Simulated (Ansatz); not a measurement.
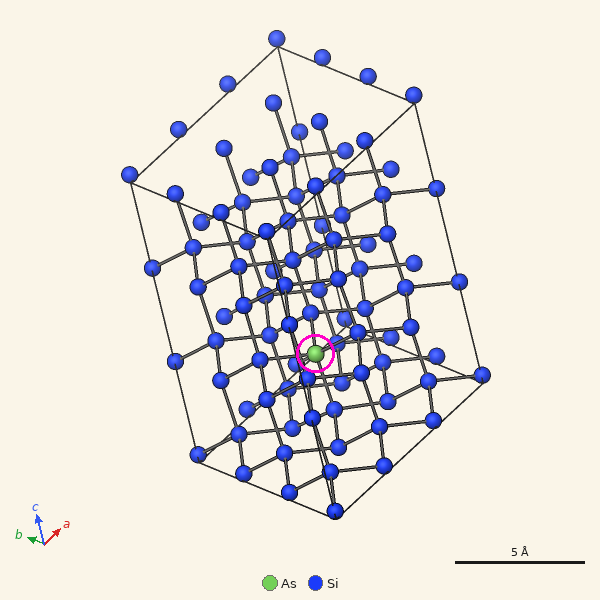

Figure: ball-and-stick view slightly off an axis. The frame is the supercell; atoms at its boundary are shown with their periodic copies. The host is Si, in a cell of 54 sites, and the cell is neutral. A ring marks the defect's site.

Name the defect and give its surroundings.

Answer. Arsenic on a silicon site (a substitutional impurity). It is bonded to four Si in a tetrahedral arrangement at about 2.4 Å.

Level of theory and settings: DFT PBE, scalar-relativistic, plane waves, PAW (Ansatz 0.2.0), an energy cutoff of 420 eV, k-point mesh 2×2×2, Gaussian smearing of 0.01 eV, collinear spins.

Is the defect magnetic?

Answer. No net moment.

The atoms were relaxed in the host's cell with DFT PBE, scalar-relativistic, plane waves, PAW (Ansatz).
